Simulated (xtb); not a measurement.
Run report: GeBH5Br (charge −1), property calculation

- system: GeBH5Br, charge −1, SMILES [GeH3][BH2-]Br
- method: GFN2-xTB (xtb 6.7.1)

The geometry comes from this level: GFN2-xTB.

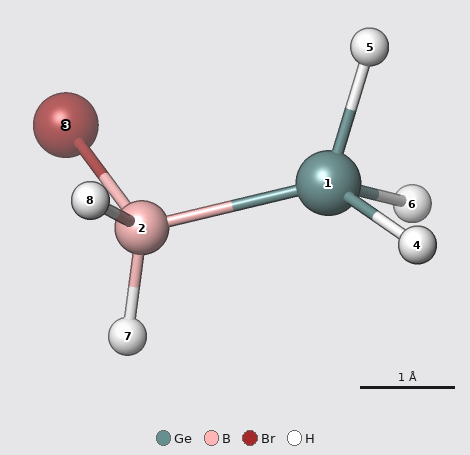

Fig. 1: The input geometry (ball-and-stick view, seen at a tilt; atoms are numbered from 1 in the order of the input). Sticks mark near contacts.

Results in brief:

| quantity | value |
| --- | --- |
| outcome | converged |
| electrons treated | 20 |
| total energy | −10.081802 hartree |
| dispersion energy | −0.006759 hartree |
| basis functions | 29 |
| HOMO | −5.61 eV |
| LUMO | 1.47 eV |
| hardware | 1 thread of Intel Xeon @ 2.90GHz (Ice Lake), 16 GiB of memory available, shared host |
| peak memory | 0.073 GiB |

Remarks:

Settings chosen away from the usual ones: method = gfn2-xtb; task = vfukui; x = {"guess": "sad"}; partner = base.

Input (geo.gen):
```
8 C
 Ge B Br H
   1  1     -0.60414000      0.64111000     -0.26215000
   2  2      0.65834000     -0.92925000      0.12524000
   3  3      1.74416000     -0.42756000      1.74088000
   4  4     -1.60077000      0.60416000     -1.44882000
   5  4     -0.03109000      2.04258000     -0.55609000
   6  4     -1.61703000      1.10216000      0.80594000
   7  4      0.03684000     -1.92405000      0.38704000
   8  4      1.41370000     -1.10915000     -0.79204000
```

File xtb.inp:
```
$scc
   guess=sad
$end
```

Launch command:
```bash
xtb geo.gen --json --vfukui -I xtb.inp -c -1 > run.log 2> xtb.err
```

Log:
```
* xtb version 6.7.1
   ID    Z sym.   atoms
    1   32 Ge     1
    2    5 B      2
    3   35 Br     3
    4    1 H      4-8

           -------------------------------------------------
          |                Calculation Setup                |
           -------------------------------------------------

          program call               : xtb geo.gen --json --vfukui -I xtb.inp -c -1
          coordinate file            : geo.gen
          omp threads                :                     1

           -------------------------------------------------
          |                 G F N 2 - x T B                 |
           -------------------------------------------------

      * Hamiltonian:
        H0-scaling (s, p, d)           1.850000    2.230000    2.230000
        zeta-weighting                 0.500000
      * Dispersion:
        s8                             2.700000
        a1                             0.520000
        a2                             5.000000
        s9                             5.000000
      * Repulsion:
        kExp                           1.500000    1.000000
        rExp                           1.000000
      * Coulomb:
        alpha                          2.000000
        third order                    shell-resolved
        anisotropic                    true
        a3                             3.000000
        a5                             4.000000
        cn-shift                       1.200000
        cn-exp                         4.000000
        max-rad                        5.000000

          ...................................................
          :                      SETUP                      :
          :.................................................:
          :  # basis functions                  29          :
          :  # atomic orbitals                  27          :
          :  # shells                           13          :
          :  # electrons                        20          :
          :  max. iterations                   250          :
          :  Hamiltonian                  GFN2-xTB          :
          :  restarted?                      false          :
          :  GBSA solvation                  false          :
          :  PC potential                    false          :
          :  electronic temp.          300.0000000     K    :
          :  accuracy                    1.0000000          :
          :  -> integral cutoff          0.2500000E+02      :
          :  -> integral neglect         0.1000000E-07      :
          :  -> SCF convergence          0.1000000E-05 Eh   :
          :  -> wf. convergence          0.1000000E-03 e    :
          :  Broyden damping             0.4000000          :
          :  net charge                         -1          :
          :  unpaired electrons                  0          :
          ...................................................

 iter      E             dE          RMSdq      gap      omega  full diag
   1     -9.9220102 -0.992201E+01  0.854E+00    6.73       0.0  T
   2    -10.0814297 -0.159420E+00  0.692E+00    7.36       1.0  T
   3    -10.1022108 -0.207811E-01  0.364E+00    7.02       1.0  T
   4    -10.0875806  0.146302E-01  0.328E+00    7.40       1.0  T
   5    -10.1164103 -0.288297E-01  0.139E+00    6.85       1.0  T
   6    -10.0938837  0.225266E-01  0.251E+00    7.01       1.0  T
   7    -10.1158894 -0.220057E-01  0.114E+00    7.02       1.0  T
   8    -10.1196372 -0.374772E-02  0.350E-01    7.09       1.0  T
   9    -10.1200108 -0.373608E-03  0.800E-02    7.08       1.0  T
  10    -10.1200252 -0.143905E-04  0.186E-02    7.08       1.9  T
  11    -10.1200253 -0.180536E-06  0.167E-02    7.08       2.1  T
  12    -10.1200252  0.153384E-06  0.134E-02    7.08       2.6  T
  13    -10.1200259 -0.689042E-06  0.496E-03    7.08       7.1  T
  14    -10.1200259 -0.587220E-07  0.150E-03    7.08      23.6  T
  15    -10.1200259  0.966217E-08  0.216E-03    7.08      16.4  T
  16    -10.1200259 -0.155239E-07  0.793E-05    7.08     445.7  T
  17    -10.1200259 -0.107061E-10  0.160E-05    7.08    2205.5  T

   *** convergence criteria satisfied after 17 iterations ***

         #    Occupation            Energy/Eh            Energy/eV
      -------------------------------------------------------------
         1        2.0000           -0.6545167             -17.8103
       ...           ...                  ...                  ...
         4        2.0000           -0.2779296              -7.5628
         5        2.0000           -0.2701940              -7.3524
         6        2.0000           -0.2610909              -7.1046
         7        2.0000           -0.2558774              -6.9628
         8        2.0000           -0.2414299              -6.5696
         9        2.0000           -0.2210746              -6.0157
        10        2.0000           -0.2062126              -5.6113 (HOMO)
        11                          0.0539634               1.4684 (LUMO)
        12                          0.0656773               1.7872
        13                          0.0822806               2.2390
        14                          0.1201612               3.2698
        15                          0.2008365               5.4650
       ...                                ...                  ...
        27                          1.4055458              38.2468
      -------------------------------------------------------------
                  HL-Gap            0.2601760 Eh            7.0797 eV
             Fermi-level           -0.0761246 Eh           -2.0715 eV

 SCC (total)                   0 d,  0 h,  0 min,  0.005 sec
 SCC setup                      ...        0 min,  0.000 sec (  1.458%)
 Dispersion                     ...        0 min,  0.000 sec (  0.520%)
 classical contributions        ...        0 min,  0.000 sec (  0.265%)
 integral evaluation            ...        0 min,  0.001 sec ( 14.133%)
 iterations                     ...        0 min,  0.003 sec ( 58.756%)
 molecular gradient             ...        0 min,  0.001 sec ( 23.344%)
 printout                       ...        0 min,  0.000 sec (  1.357%)

         :::::::::::::::::::::::::::::::::::::::::::::::::::::
         ::                     SUMMARY                     ::
         :::::::::::::::::::::::::::::::::::::::::::::::::::::
         :: total energy             -10.081802311197 Eh    ::
         :: gradient norm              0.000169914803 Eh/a0 ::
         :: HOMO-LUMO gap              7.079749435005 eV    ::
         ::.................................................::
         :: SCC energy               -10.120023452572 Eh    ::
         :: -> isotropic ES            0.132307952299 Eh    ::
         :: -> anisotropic ES         -0.013464795619 Eh    ::
         :: -> anisotropic XC         -0.026990751962 Eh    ::
         :: -> dispersion             -0.006759347339 Eh    ::
         :: repulsion energy           0.038221141375 Eh    ::
         :: add. restraining           0.000000000000 Eh    ::
         :: total charge              -1.000000000000 e     ::
         :::::::::::::::::::::::::::::::::::::::::::::::::::::

Fukui index Calculation

Run single point for reduced species

 iter      E             dE          RMSdq      gap      omega  full diag
   1     -9.8156014 -0.981560E+01  0.102E+01    0.32       0.0  T
   2     -9.4374753  0.378126E+00  0.683E+00    2.76       1.0  T
   3     -9.4589548 -0.214795E-01  0.741E+00    0.41       1.0  T
   4     -9.8533811 -0.394426E+00  0.590E+00    0.32       1.0  T
   5     -9.8976214 -0.442403E-01  0.380E+00    0.16       1.0  T
   6     -9.8799028  0.177186E-01  0.623E+00    0.37       1.0  T
   7     -9.8633339  0.165689E-01  0.658E+00    0.51       1.0  T
   8     -9.8750288 -0.116949E-01  0.695E+00    0.43       1.0  T
   9     -9.8519239  0.231049E-01  0.782E+00    0.64       1.0  T
  10     -9.9260878 -0.741639E-01  0.374E+00    0.13       1.0  T
  11     -9.9496196 -0.235318E-01  0.258E+00    0.01       1.0  T
  12     -9.8624256  0.871939E-01  0.716E+00    0.60       1.0  T
  13     -9.9284109 -0.659852E-01  0.405E+00    0.15       1.0  T
  14     -9.9381002 -0.968933E-02  0.378E+00    0.04       1.0  T
  15     -9.9538012 -0.157011E-01  0.981E-01    0.05       1.0  T
  16     -9.9508010  0.300027E-02  0.177E+00    0.06       1.0  T
  17     -9.9547764 -0.397540E-02  0.670E-02    0.03       1.0  T
  18     -9.9544038  0.372605E-03  0.569E-01    0.04       1.0  T
  19     -9.9547052 -0.301468E-03  0.260E-01    0.03       1.0  T
  20     -9.9547559 -0.506715E-04  0.142E-01    0.03       1.0  T
  21     -9.9547742 -0.183152E-04  0.534E-02    0.03       1.0  T
  22     -9.9547767 -0.243996E-05  0.199E-02    0.03       1.8  T
  23     -9.9547770 -0.319518E-06  0.571E-03    0.03       6.2  T
  24     -9.9547770 -0.138546E-07  0.302E-03    0.03      11.7  T
  25     -9.9547770  0.326938E-08  0.345E-03    0.03      10.2  T
  26     -9.9547770 -0.154120E-07  0.109E-04    0.03     324.5  T
  27     -9.9547770  0.424176E-10  0.222E-04    0.03     159.1  T
     SCC iter.                  ...        0 min,  0.004 sec
     gradient                   ...        0 min,  0.001 sec

Run single point for oxidized species

 iter      E             dE          RMSdq      gap      omega  full diag
   1     -9.7868622 -0.978686E+01  0.405E+00    7.08       0.0  T
   2     -9.7951831 -0.832090E-02  0.266E+00    6.80       1.0  T
   3     -9.7827099  0.124732E-01  0.322E+00    7.18       1.0  T
   4     -9.8042410 -0.215311E-01  0.153E+00    7.29       1.0  T
   5     -9.8071369 -0.289588E-02  0.132E+00    7.04       1.0  T
   6     -9.8108204 -0.368351E-02  0.695E-01    7.12       1.0  T
   7     -9.8106001  0.220284E-03  0.866E-01    7.23       1.0  T
   8     -9.8115318 -0.931704E-03  0.397E-01    7.15       1.0  T
   9     -9.8115746 -0.427439E-04  0.232E-01    7.12       1.0  T
  10     -9.8116229 -0.482816E-04  0.146E-01    7.10       1.0  T
  11     -9.8116908 -0.679334E-04  0.462E-02    7.11       1.0  T
  12     -9.8116975 -0.674014E-05  0.162E-02    7.11       2.2  T
  13     -9.8116982 -0.677708E-06  0.524E-03    7.12       6.7  T
  14     -9.8116983 -0.778931E-07  0.543E-04    7.12      65.1  T
  15     -9.8116983  0.279991E-09  0.653E-04    7.12      54.1  T
     SCC iter.                  ...        0 min,  0.002 sec
     gradient                   ...        0 min,  0.001 sec

Fukui functions:
     #        f(+)     f(-)     f(0)
     1Ge      0.059    0.044    0.052
     2B      -0.014   -0.021   -0.018
     3Br      0.248    0.309    0.278
     4H       0.164    0.154    0.159
     5H       0.141    0.127    0.134
     6H       0.141    0.127    0.134
     7H       0.131    0.130    0.131
     8H       0.131    0.130    0.130
           -------------------------------------------------
          |                Property Printout                |
           -------------------------------------------------

    * Orbital Energies and Occupations

         #    Occupation            Energy/Eh            Energy/eV
      -------------------------------------------------------------
         1        2.0000           -0.6545167             -17.8103
         2        2.0000           -0.4294771             -11.6867
         3        2.0000           -0.3402864              -9.2597
         4        2.0000           -0.2779296              -7.5628
         5        2.0000           -0.2701940              -7.3524
         6        2.0000           -0.2610909              -7.1046
         7        2.0000           -0.2558774              -6.9628
         8        2.0000           -0.2414299              -6.5696
         9        2.0000           -0.2210746              -6.0157
        10        2.0000           -0.2062126              -5.6113 (HOMO)
        11                          0.0539634               1.4684 (LUMO)
        12                          0.0656773               1.7872
        13                          0.0822806               2.2390
        14                          0.1201612               3.2698
        15                          0.2008365               5.4650
        16                          0.2044041               5.5621
        17                          0.2349474               6.3932
        18                          0.2395922               6.5196
        19                          0.2513651               6.8400
        20                          0.2692446               7.3265
        21                          0.2826249               7.6906
       ...                                ...                  ...
        27                          1.4055458              38.2468
      -------------------------------------------------------------
                  HL-Gap            0.2601760 Eh            7.0797 eV
             Fermi-level           -0.0761246 Eh           -2.0715 eV

     #   Z          covCN         q      C6AA      α(0)
     1  32 Ge       3.845     0.099   169.666    23.376
     2   5 B        3.636     0.280    17.820     6.883
     3  35 Br       0.966    -0.447   197.762    22.674
     4   1 H        0.923    -0.178     9.298     4.769
     5   1 H        0.926    -0.155     7.968     4.414
     6   1 H        0.926    -0.155     7.967     4.414
     7   1 H        0.926    -0.222    12.606     5.552
     8   1 H        0.926    -0.222    12.605     5.552

 Mol. C6AA /au·bohr⁶  :       2212.550083
 Mol. C8AA /au·bohr⁸  :     101055.590663
 Mol. α(0) /au        :         77.633577

Wiberg/Mayer (AO) data.
largest (>0.10) Wiberg bond orders for each atom

 ---------------------------------------------------------------------------
     #   Z sym  total        # sym  WBO       # sym  WBO       # sym  WBO
 ---------------------------------------------------------------------------
     1  32 Ge   3.384 --     6 H    0.876     5 H    0.876     4 H    0.865
                             2 B    0.720
     2   5 B    3.510 --     8 H    0.937     7 H    0.937     3 Br   0.743
                             1 Ge   0.720
     3  35 Br   0.762 --     2 B    0.743
     4   1 H    0.968 --     1 Ge   0.865
     5   1 H    0.976 --     1 Ge   0.876
     6   1 H    0.976 --     1 Ge   0.876
     7   1 H    0.951 --     2 B    0.937
     8   1 H    0.951 --     2 B    0.937
 ---------------------------------------------------------------------------

Topologies differ in total number of bonds
Writing topology from bond orders to xtbtopo.mol

molecular dipole:
                 x           y           z       tot (Debye)
 q only:       -0.821       0.133      -0.868
   full:       -1.609      -0.179      -2.003       6.547
molecular quadrupole (traceless):
                xx          xy          yy          xz          yz          zz
 q only:       -2.112       5.067       1.706      -6.887       2.400       0.406
  q+dip:       -4.246       6.014       8.886     -18.570       2.641      -4.639
   full:       -4.297       6.055       8.362     -17.451       3.007      -4.065

           -------------------------------------------------
          | TOTAL ENERGY              -10.081802311197 Eh   |
          | GRADIENT NORM               0.000169914803 Eh/α |
          | HOMO-LUMO GAP               7.079749435005 eV   |
           -------------------------------------------------

------------------------------------------------------------------------
------------------------------------------------------------------------
 total:
 *  cpu-time:     0 d,  0 h,  0 min,  0.022 sec
 * ratio c/w:     1.000 speedup
 SCF:
 *  cpu-time:     0 d,  0 h,  0 min,  0.005 sec
 * ratio c/w:     1.000 speedup
```

Standard error:
```
normal termination of xtb
```

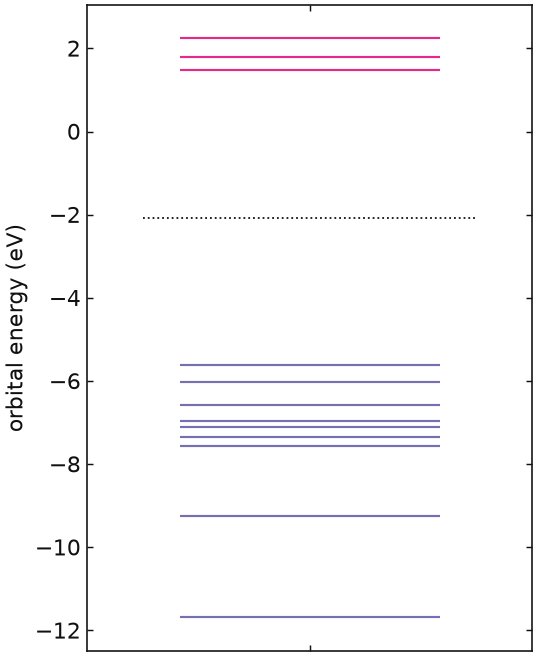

Fig. 2: Orbital energies near the frontier; the dotted line parts filled from empty levels, and levels within 0.02 eV of each other stand side by side. Highest filled −5.61 eV, lowest empty 1.47 eV, 7.08 eV apart.

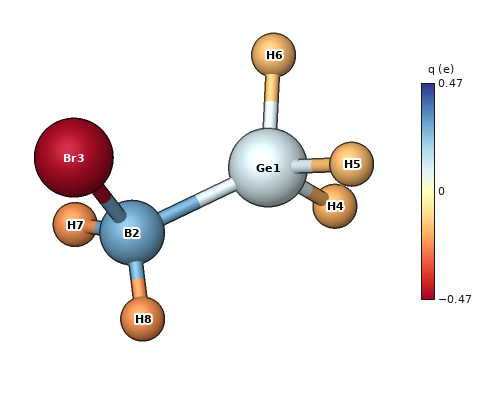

Fig. 3: Mulliken charges, as the colour of each atom (ball-and-stick view, seen at a tilt; atoms are numbered from 1 in the order of the input). By element: Ge +0.10, B +0.28, Br −0.45 and H −0.22 to −0.16 e.
